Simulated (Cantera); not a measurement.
Input: 1 mol CO2, 0.088 mol H2O, 1.5 mol N2, equilibrated at 2200000 Pa.

Equilibrium computed with Cantera from the NASA thermochemical tables; the gas is ideal and each condensed phase is pure. Candidate condensed phases: C, C6H6, C7H8, C8H18, H2O; 136 gas species. Kinetics and transport are ignored.

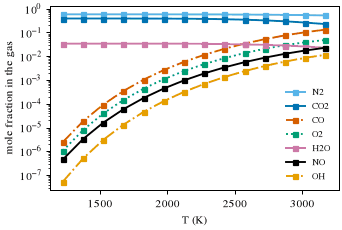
*Equilibrium gas composition (values under 1e-9 drawn at 1e-9)*

Problem. Read off the mole fractions at 1825 K.

Solution. N2 about 0.58, CO2 about 0.39, H2O about 0.034, CO about 0.0010, O2 about 0.00043, NO about 0.00018, OH about 4.6e-5.
